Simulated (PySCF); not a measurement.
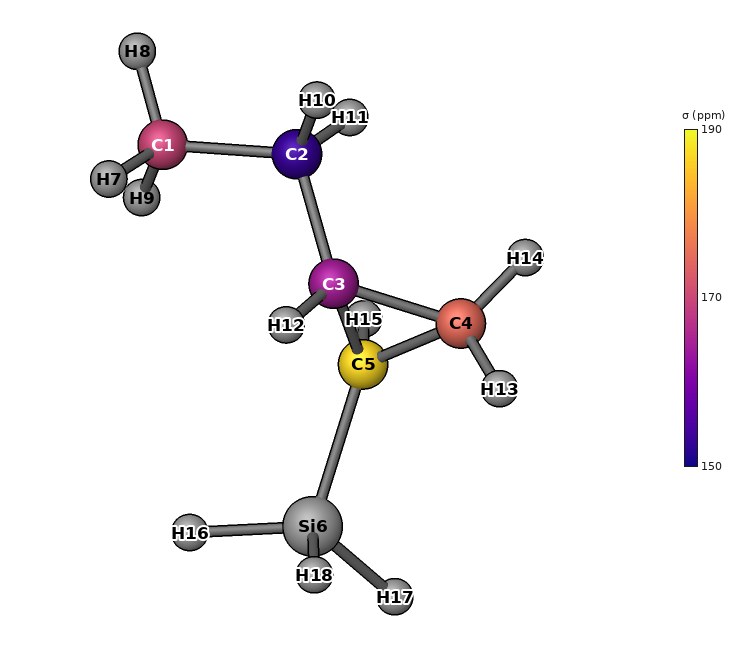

Atoms are coloured by their isotropic NMR shieldings (C only, the others grey). The computed structure is the end point of a GFN2-xTB optimisation. No frequency run is at hand to confirm it as a minimum. Properties computed with GIAO PBE0/pcSseg-1 NMR shielding, non-relativistic, gas phase (PySCF 2.14.0).

Give the isotropic NMR shieldings of the C atoms atom by atom.

| atom | σ (ppm) |
| --- | --- |
| C1 | 170.1 |
| C2 | 153.2 |
| C3 | 164.6 |
| C4 | 175.0 |
| C5 | 187.0 |

The geometry is semi-empirical. Around Si such bond lengths and angles can be off by a tenth of an ångström or more and by several degrees, and values that hang on the shape move with them.
